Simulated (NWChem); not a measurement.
**Single-point calculation of BNH3OF**

BNH3OF, computed with B3LYP/6-311+G**, RKS (NWChem 7.3.0).

A bond length was changed on purpose from its optimised value.

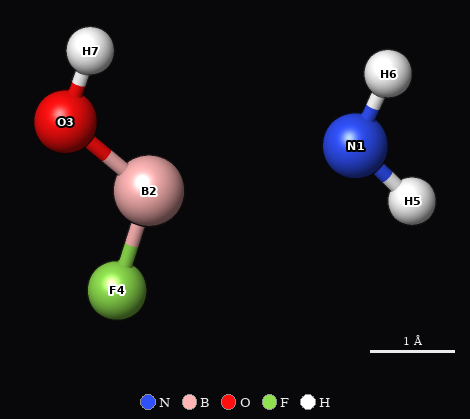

Figure 1. The input geometry (ball-and-stick view, seen at a tilt; atoms are numbered from 1 in the order of the input). Sticks are drawn by distance; a stretched bond gets none, so the picture shows separate pieces. Bond lengths as drawn: B–F 1.34 Å, B–O 1.36 Å, H–N 1.00 Å and H–O 0.96 Å.

### Summary

| quantity | value |
| --- | --- |
| outcome | converged |
| total energy | −256.532635 hartree |
| basis functions | 106 |
| dipole moment | 2.32 D |
| hardware | 1 thread of AMD EPYC (Zen 3), 16 GiB of memory available, shared host |
| wall time | 19 s |
| peak memory | 0.11 GiB |

### Input file
```
start mymol
title "BFH3NO energy"
memory total 2200 mb

geometry units angstrom noautosym nocenter noautoz
  N    -0.988700    1.760725    0.173269
  B     0.039300   -0.505700   -0.288800
  O     1.106300   -1.044300    0.367000
  F    -0.494800   -1.258200   -1.256300
  H    -1.777300    2.089025   -0.354331
  H    -0.667000    2.401625    0.873869
  H     1.472700   -0.489200    1.055700
end

basis spherical bse
  * library 6-311+G**
end

dft
  xc b3lyp
  grid fine
  convergence energy 1e-08
  maxiter 100
  mulliken
  noprint "final vectors analysis"
end

task dft energy
```

Launch command:
```bash
nwchem mymol.nw > mymol.out
```

### The program's output
```
Northwest Computational Chemistry Package (NWChem) 7.3.0
             --------------------------------------------------------

           Job information
           ---------------

    nwchem branch   = 7.3.0
    use scalapack   = T
    input           = mymol.nw
    prefix          = mymol.
    data base       = ./mymol.db
    status          = startup
    nproc           =        1

           Memory information
           ------------------

    heap     =     72089596 doubles =      550.0 Mbytes
    stack    =     72089601 doubles =      550.0 Mbytes
    global   =    144179200 doubles =     1100.0 Mbytes (distinct from heap & stack)
    total    =    288358397 doubles =     2200.0 Mbytes
    verify   = yes
    hardfail = no

           Directory information
           ---------------------

  0 permanent = .
  0 scratch   = .

                                NWChem Input Module
                                -------------------

                                   BFH3NO energy
                                   -------------

 Scaling coordinates for geometry "geometry" by  1.889725989
 (inverse scale =  0.529177249)

                             Geometry "geometry" -> ""
                             -------------------------

 Output coordinates in angstroms (scale by  1.889725989 to convert to a.u.)

  No.       Tag          Charge          X              Y              Z
 ---- ---------------- ---------- -------------- -------------- --------------
    1 N                    7.0000    -0.98870000     1.76072500     0.17326900
    2 B                    5.0000     0.03930000    -0.50570000    -0.28880000
    3 O                    8.0000     1.10630000    -1.04430000     0.36700000
    4 F                    9.0000    -0.49480000    -1.25820000    -1.25630000
    5 H                    1.0000    -1.77730000     2.08902500    -0.35433100
    6 H                    1.0000    -0.66700000     2.40162500     0.87386900
    7 H                    1.0000     1.47270000    -0.48920000     1.05570000

      Atomic Mass
      -----------

      N                 14.003070
      B                 11.009310
      O                 15.994910
      F                 18.998400
      H                  1.007825

 Effective nuclear repulsion energy (a.u.)      98.0797133431

            Nuclear Dipole moment (a.u.)
            ----------------------------
        X                 Y               Z
 ---------------- ---------------- ----------------
    -6.2338280911   -11.1119195149   -13.2783089471

            XYZ format geometry
            -------------------
     7
 geometry
 N                    -0.98870000     1.76072500     0.17326900
 B                     0.03930000    -0.50570000    -0.28880000
 O                     1.10630000    -1.04430000     0.36700000
 F                    -0.49480000    -1.25820000    -1.25630000
 H                    -1.77730000     2.08902500    -0.35433100
 H                    -0.66700000     2.40162500     0.87386900
 H                     1.47270000    -0.48920000     1.05570000

 ==============================================================================
                                internuclear distances
 ------------------------------------------------------------------------------
       center one      |      center two      | atomic units |  angstroms
 ------------------------------------------------------------------------------
    3 O                |   2 B                |     2.57631  |     1.36332
    4 F                |   2 B                |     2.52657  |     1.33700
    5 H                |   1 N                |     1.89730  |     1.00401
    6 H                |   1 N                |     1.89452  |     1.00254
    7 H                |   3 O                |     1.80930  |     0.95744
 ------------------------------------------------------------------------------
                         number of included internuclear distances:          5
 ==============================================================================

 ==============================================================================
                                 internuclear angles
 ------------------------------------------------------------------------------
        center 1       |       center 2       |       center 3       |  degrees
 ------------------------------------------------------------------------------
    5 H                |   1 N                |   6 H                |   114.22
    3 O                |   2 B                |   4 F                |   116.00
    2 B                |   3 O                |   7 H                |   114.61
 ------------------------------------------------------------------------------
                            number of included internuclear angles:          3
 ==============================================================================

 Summary of "ao basis" -> "" (spherical)
 ------------------------------------------------------------------------------
       Tag                 Description            Shells   Functions and Types
 ---------------- ------------------------------  ------  ---------------------
 *                         6-311+G**                  on all atoms

                                 NWChem DFT Module
                                 -----------------

                                   BFH3NO energy

                      Basis "ao basis" -> "ao basis" (spherical)
                      -----
  [basis functions not shown]

 Summary of "ao basis" -> "ao basis" (spherical)
 ------------------------------------------------------------------------------
       Tag                 Description            Shells   Functions and Types
 ---------------- ------------------------------  ------  ---------------------
 N                         6-311+G**                10       22   5s4p1d
 B                         6-311+G**                10       22   5s4p1d
 O                         6-311+G**                10       22   5s4p1d
 F                         6-311+G**                10       22   5s4p1d
 H                         6-311+G**                 4        6   3s1p

 Summary of "ao basis" -> "ao basis" (spherical)
 ------------------------------------------------------------------------------
       Tag                 Description            Shells   Functions and Types
 ---------------- ------------------------------  ------  ---------------------
 N                         6-311+G**                10       22   5s4p1d
 B                         6-311+G**                10       22   5s4p1d
 O                         6-311+G**                10       22   5s4p1d
 F                         6-311+G**                10       22   5s4p1d
 H                         6-311+G**                 4        6   3s1p

  Caching 1-el integrals
  itol2e modified to match energy
  convergence criterion.
  tol_rho modified to match energy
  convergence criterion.

            General Information
            -------------------
          SCF calculation type: DFT
          Wavefunction type:  closed shell.
          No. of atoms     :     7
          No. of electrons :    32
           Alpha electrons :    16
            Beta electrons :    16
          Charge           :     0
          Spin multiplicity:     1
          Use of symmetry is: off; symmetry adaption is: off
          Maximum number of iterations: 100
          AO basis - number of functions:   106
                     number of shells:    52
          Convergence on energy requested:  1.00D-08
          Convergence on density requested:  1.00D-05
          Convergence on gradient requested:  5.00D-04

              XC Information
              --------------
                         B3LYP Method XC Potential
                     Hartree-Fock (Exact) Exchange  0.200
                        Slater Exchange Functional  0.800 local
                    Becke 1988 Exchange Functional  0.720 non-local
              Lee-Yang-Parr Correlation Functional  0.810
                  VWN I RPA Correlation Functional  0.190 local

             Grid Information
             ----------------
          Grid used for XC integration:  fine
          Radial quadrature: Mura-Knowles
          Angular quadrature: Lebedev.
          Tag              B.-S. Rad. Rad. Pts. Rad. Cut. Ang. Pts.
          ---              ---------- --------- --------- ---------
          N                   0.65       70          12.0       590
          B                   0.85       70          12.0       590
          O                   0.60       70          12.0       590
          F                   0.50       70          12.0       590
          H                   0.35       60          12.0       590
          Grid pruning is: on
          Number of quadrature shells:   460
          Spatial weights used:  Erf1

          Convergence Information
          -----------------------
          Convergence aids based upon iterative change in
          total energy or number of iterations.
          Levelshifting, if invoked, occurs when the
          HOMO/LUMO gap drops below (HL_TOL):  1.00D-02
          DIIS, if invoked, will attempt to extrapolate
          using up to (NFOCK): 10 stored Fock matrices.

                    Damping( 0%)  Levelshifting(0.5)       DIIS
                  --------------- ------------------- ---------------
          dE  on:    start            ASAP                start
          dE off:    2 iters        100 iters           100 iters

      Screening Tolerance Information
      -------------------------------
          Density screening/tol_rho:  1.00D-11
          AO Gaussian exp screening on grid/accAOfunc:  18
          CD Gaussian exp screening on grid/accCDfunc:  20
          XC Gaussian exp screening on grid/accXCfunc:  20
          Schwarz screening/accCoul:  1.00D-09

      Superposition of Atomic Density Guess
      -------------------------------------

 Sum of atomic energies:        -254.52647092

      Non-variational initial energy
      ------------------------------

 Total energy =    -255.358767
 1-e energy   =    -543.909020
 2-e energy   =     190.470539
 HOMO         =      -0.297557
 LUMO         =      -0.106315

   Time after variat. SCF:      0.4

     ---------------------------------------------
      Total Density - Mulliken Population Analysis
     ---------------------------------------------

    Atom       Charge   Shell Charges
 -----------   ------   -------------------------------------------------------
    1 N    7     8.36   1.09  0.90  0.84  0.93  1.99  0.74  1.69 -0.02  0.19  0.01
    2 B    5     3.87   1.13  0.86  0.21  0.53  0.47  0.30  0.15  0.02  0.02  0.17
    3 O    8     8.54   1.08  0.91  0.98  1.02  2.24  0.72  1.55 -0.05  0.07  0.01
    4 F    9     9.22   1.08  0.92  1.19  1.10  2.51  0.85  1.71 -0.18  0.04  0.00
    5 H    1     0.71   0.23  0.37  0.06  0.05
    6 H    1     0.71   0.23  0.37  0.06  0.05
    7 H    1     0.60   0.21  0.27  0.06  0.06
   Time prior to 1st pass:      0.4

 Grid_pts file          = ./mymol.gridpts.0
 Record size in doubles =  12289        No. of grid_pts per rec  =   3070
 Max. records in memory =     99        Max. recs in file   = *********

           Memory utilization after 1st SCF pass:
           Heap Space remaining (MW):       37.31            37314308
          Stack Space remaining (MW):       72.09            72088836

   convergence    iter        energy       DeltaE   RMS-Dens  Diis-err    time
 ---------------- ----- ----------------- --------- --------- ---------  ------
 d= 0,ls=0.0,diis     1   -256.3451587293 -3.54D+02  2.34D-02  1.41D+00     1.8
 d= 0,ls=0.0,diis     2   -253.6500043570  2.70D+00  2.22D-02  1.28D+01     3.1
 d= 0,ls=0.0,diis     3   -256.4171846178 -2.77D+00  5.12D-03  9.17D-01     4.4
 d= 0,ls=0.0,diis     4   -256.5207677824 -1.04D-01  1.78D-03  1.26D-01     5.7
 d= 0,ls=0.0,diis     5   -256.5320253023 -1.13D-02  4.31D-04  3.99D-03     7.0
  Resetting Diis
 d= 0,ls=0.0,diis     6   -256.5324391862 -4.14D-04  1.34D-04  1.73D-03     8.4
 d= 0,ls=0.0,diis     7   -256.5325843173 -1.45D-04  3.27D-04  3.55D-04     9.7
 d= 0,ls=0.0,diis     8   -256.5322632542  3.21D-04  2.33D-04  2.86D-03    11.1
 d= 0,ls=0.0,diis     9   -256.5326324431 -3.69D-04  1.80D-05  2.69D-05    12.4
 d= 0,ls=0.0,diis    10   -256.5326340862 -1.64D-06  1.15D-05  2.64D-06    13.8
 d= 0,ls=0.0,diis    11   -256.5326344812 -3.95D-07  2.25D-06  1.55D-07    15.2
 d= 0,ls=0.0,diis    12   -256.5326345029 -2.18D-08  1.05D-06  2.14D-08    16.5
 d= 0,ls=0.0,diis    13   -256.5326345058 -2.90D-09  3.64D-07  4.87D-09    17.9

         Total DFT energy =     -256.532634505845
      One electron energy =     -546.355666722829
           Coulomb energy =      222.773598620597
    Exchange-Corr. energy =      -31.030279746717
 Nuclear repulsion energy =       98.079713343103

 Numeric. integr. density =       32.000001819952

     Total iterative time =     17.5s

     ---------------------------------------------
      Total Density - Mulliken Population Analysis
     ---------------------------------------------

    Atom       Charge   Shell Charges
 -----------   ------   -------------------------------------------------------
    1 N    7     7.84   1.09  0.90  0.78  0.85  1.68  0.72  1.48  0.01  0.30  0.01
    2 B    5     4.68   1.13  0.86  0.42  0.62  0.80  0.31  0.26  0.02  0.02  0.23
    3 O    8     8.26   1.08  0.91  0.98  1.01  2.07  0.73  1.40 -0.02  0.08  0.01
    4 F    9     8.99   1.08  0.92  1.18  1.09  2.35  0.85  1.61 -0.15  0.06  0.00
    5 H    1     0.76   0.27  0.40  0.04  0.05
    6 H    1     0.77   0.27  0.40  0.04  0.05
    7 H    1     0.71   0.27  0.34  0.03  0.07

     -------------------------------------------
      Total Density - Lowdin Population Analysis
     -------------------------------------------

    Atom       Charge   Shell Charges
 -----------   ------   -------------------------------------------------------
    1 N    7     7.47   1.04  0.94  0.77  0.64  1.60  0.48  1.44  0.11  0.45  0.02
    2 B    5     4.81   1.06  0.90  0.41  0.38  0.85  0.18  0.41  0.05  0.06  0.49
    3 O    8     7.99   1.03  0.95  0.98  0.77  1.96  0.48  1.38  0.11  0.31  0.01
    4 F    9     8.99   1.03  0.96  1.19  0.94  2.29  0.61  1.52  0.13  0.33  0.01
    5 H    1     0.93   0.27  0.39  0.13  0.14
    6 H    1     0.94   0.27  0.39  0.13  0.14
    7 H    1     0.86   0.27  0.32  0.09  0.18

 center of mass
 --------------
 x =  -0.18278721 y =  -0.52427212 z =  -0.51458267

 moments of inertia (a.u.)
 ------------------
         464.849004971358         139.346487571180         -56.187228218668
         139.346487571180         264.203692614331         -92.372962556763
         -56.187228218668         -92.372962556763         508.905822794079

     Multipole analysis of the density
     ---------------------------------

     L   x y z        total         alpha         beta         nuclear
     -   - - -        -----         -----         ----         -------
     0   0 0 0     -0.000000    -16.000000    -16.000000     32.000000

     1   1 0 0      0.708888      3.471358      3.471358     -6.233828
     1   0 1 0     -0.175083      5.468418      5.468418    -11.111920
     1   0 0 1      0.550388      6.914348      6.914348    -13.278309

     2   2 0 0    -16.765473    -52.338229    -52.338229     87.910985
     2   1 1 0      0.319348     39.369569     39.369569    -78.419790
     2   1 0 1      2.447882    -15.182129    -15.182129     32.812141
     2   0 2 0    -19.572612   -110.352798   -110.352798    201.132984
     2   0 1 1      0.066482    -26.513802    -26.513802     53.094085
     2   0 0 2    -16.884225    -40.426353    -40.426353     63.968480

 Task  times  cpu:       17.9s     wall:       17.9s
 Total times  cpu:       17.9s     wall:       17.9s
```

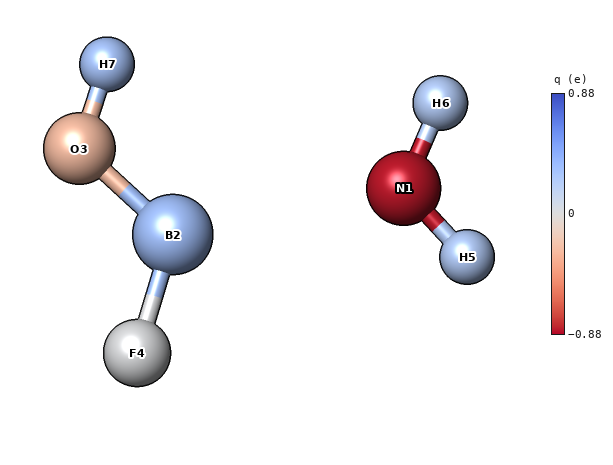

Figure 2. Mulliken charges, as the colour of each atom (ball-and-stick view, seen on its broad side; atoms are numbered from 1 in the order of the input). By element: N −0.84, B +0.32, O −0.26, F +0.01 and H +0.23 to +0.29 e.
